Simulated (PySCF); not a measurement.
# One shape, several levels: C6H8N2 (phenylhydrazine)

Aim: a comparison of 6 runs (M06-L/def2-SVP, PBE/def2-SVP, PBE0/def2-SVP, SVWN5/def2-SVP, TPSS/def2-SVP, revPBE/def2-SVP) of C6H8N2 (phenylhydrazine). 

The calculation is run with PySCF 2.14.0.

1 further run of the same task is left out (set aside as unsound or not needed).

### 1 The molecule

C6H8N2: 16 atoms, total charge 0, spin state singlet. SMILES: `NNc1ccccc1`. Geometry: relaxed at PBE0-D4/def2-TZVP. This is one conformer, not always the lowest.

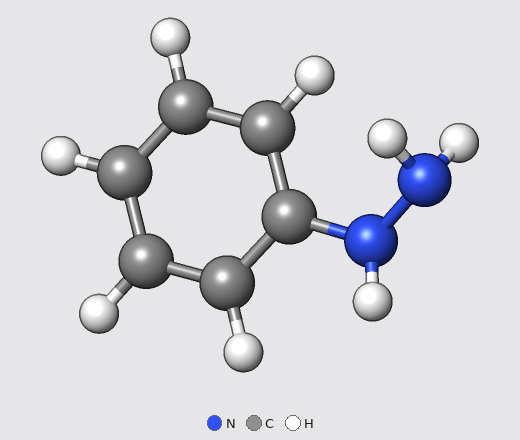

The structure, seen from a chosen angle (nitrogen blue, carbon grey, hydrogen white).

### 2 The energy at M06-L/def2-SVP (run 1)

The input, mol.xyz:

```xyz
16

N      2.474330    -0.660960     1.215680
N      1.140730    -1.051190     1.169690
C      0.216600    -0.386660     0.380690
C      0.600420     0.406600    -0.700570
C     -0.360800     1.021340    -1.490000
C     -1.710340     0.863660    -1.224650
C     -2.093510     0.073630    -0.146770
C     -1.148060    -0.543430     0.647580
H      2.968160    -1.040100     0.417350
H      2.560670     0.352380     1.194500
H      0.802050    -1.332920     2.074930
H      1.650030     0.536530    -0.933530
H     -0.041450     1.632640    -2.326880
H     -2.454790     1.347530    -1.844710
H     -3.145350    -0.060500     0.080210
H     -1.458710    -1.158560     1.486480
```

The input, job.py:

```python
from pyscf import gto, dft

molecule = gto.M(
    atom='mol.xyz',
    basis='def2-svp',
    spin=0,
    charge=0,
    verbose=3,
    max_memory=1860,
)

calc0 = dft.RKS(molecule, xc='m06-l')
calc0.conv_tol = 1e-10
calc0.grids.level = 5
calc0.kernel()
if not calc0.converged:
    calc0 = calc0.newton().run(calc0.mo_coeff, calc0.mo_occ)

energy = calc0.e_tot
print('E = %.10f Eh' % energy)
```

Command:

```console
$ OMP_NUM_THREADS=1 python job.py
```

What it wrote:

```text
converged SCF energy = -342.630592266269
E = -342.6305922663 Eh
```

Run time: 1.8 min. Hardware: 1 thread of Intel Xeon at 2.70GHz, shared host; peak memory 1.2 GiB.

### 3 The energy at PBE/def2-SVP (run 2)

The input, input.py:

```python
from pyscf import gto, dft

molecule = gto.M(
    atom='''
N    2.474330  -0.660960   1.215680
N    1.140730  -1.051190   1.169690
C    0.216600  -0.386660   0.380690
C    0.600420   0.406600  -0.700570
C   -0.360800   1.021340  -1.490000
C   -1.710340   0.863660  -1.224650
C   -2.093510   0.073630  -0.146770
C   -1.148060  -0.543430   0.647580
H    2.968160  -1.040100   0.417350
H    2.560670   0.352380   1.194500
H    0.802050  -1.332920   2.074930
H    1.650030   0.536530  -0.933530
H   -0.041450   1.632640  -2.326880
H   -2.454790   1.347530  -1.844710
H   -3.145350  -0.060500   0.080210
H   -1.458710  -1.158560   1.486480
''',
    max_memory=1860,
    charge=0,
    verbose=3,
    spin=0,
    basis='def2-svp',
)

myscf = dft.RKS(molecule, xc='pbe')
myscf.grids.level = 5
myscf.conv_tol = 1e-10
myscf.kernel()
if not myscf.converged:
    myscf = myscf.newton().run(myscf.mo_coeff, myscf.mo_occ)

etot = myscf.e_tot
print('Final energy', etot)
```

Command:

```console
$ OMP_NUM_THREADS=1 python input.py
```

What it wrote:

```text
converged SCF energy = -342.244721433327
Final energy -342.24472143332736
```

Run time: 79 s. Hardware: 1 thread of Intel Xeon at 2.70GHz, shared host; peak memory 1.1 GiB.

Runs 3 to 5 aren't shown in full; the table further down has their settings and results.

### 4 The energy at revPBE/def2-SVP (run 6)

The input, run.py:

```python
from pyscf import gto, dft

system = gto.M(
    atom='''
N    2.474330  -0.660960   1.215680
N    1.140730  -1.051190   1.169690
C    0.216600  -0.386660   0.380690
C    0.600420   0.406600  -0.700570
C   -0.360800   1.021340  -1.490000
C   -1.710340   0.863660  -1.224650
C   -2.093510   0.073630  -0.146770
C   -1.148060  -0.543430   0.647580
H    2.968160  -1.040100   0.417350
H    2.560670   0.352380   1.194500
H    0.802050  -1.332920   2.074930
H    1.650030   0.536530  -0.933530
H   -0.041450   1.632640  -2.326880
H   -2.454790   1.347530  -1.844710
H   -3.145350  -0.060500   0.080210
H   -1.458710  -1.158560   1.486480
''',
    charge=0,
    max_memory=1860,
    verbose=3,
    basis='def2-svp',
)

mf = dft.RKS(system, xc='revpbe')
mf.grids.level = 5
mf.conv_tol = 1e-10
mf.kernel()
if not mf.converged:
    mf = mf.newton().run(mf.mo_coeff, mf.mo_occ)

energy = mf.e_tot
print('E = %.10f Eh' % energy)
```

Command:

```console
$ OMP_NUM_THREADS=1 python run.py
```

What it wrote:

```text
converged SCF energy = -342.580743461386
E = -342.5807434614 Eh
```

Wall time 69 s (1 thread of Intel Xeon at 2.70GHz, shared host); peak memory 1.1 GiB.

### 5 All runs side by side

```csv
run,level,energy (Eh),dipole moment (D),HOMO energy (eV),LUMO energy (eV),wall time
1,M06-L/def2-SVP,-342.630592,0.75,-4.98,-0.71,1.8 min
2,PBE/def2-SVP,-342.244721,0.80,-4.75,-0.83,79 s
3,PBE0/def2-SVP,-342.277389,0.69,-5.83,0.03,57 s
4,SVWN5/def2-SVP,-339.656777,0.81,-4.90,-1.04,44 s
5,TPSS/def2-SVP,-342.735348,0.75,-4.76,-0.67,2.2 min
6,revPBE/def2-SVP,-342.580743,0.80,-4.70,-0.76,69 s
```

### 6 Results

| quantity | value |
| --- | --- |
| run 6: total energy | -342.58074 Eh |
| run 6: dipole moment | 0.80 D |
| run 6: HOMO energy | -4.70 eV |
| run 6: LUMO energy | -0.76 eV |
| run 6: HOMO–LUMO gap | 3.94 eV |

What this shows: The dipole moment (its size) runs from 0.69 D (PBE0/def2-SVP) to 0.81 D (SVWN5/def2-SVP). The HOMO–LUMO gap runs from 3.86 eV (SVWN5/def2-SVP) to 5.86 eV (PBE0/def2-SVP). Totals of different functionals can't be ranked against each other. All runs together took 8.2 min, the longest 2.2 min.
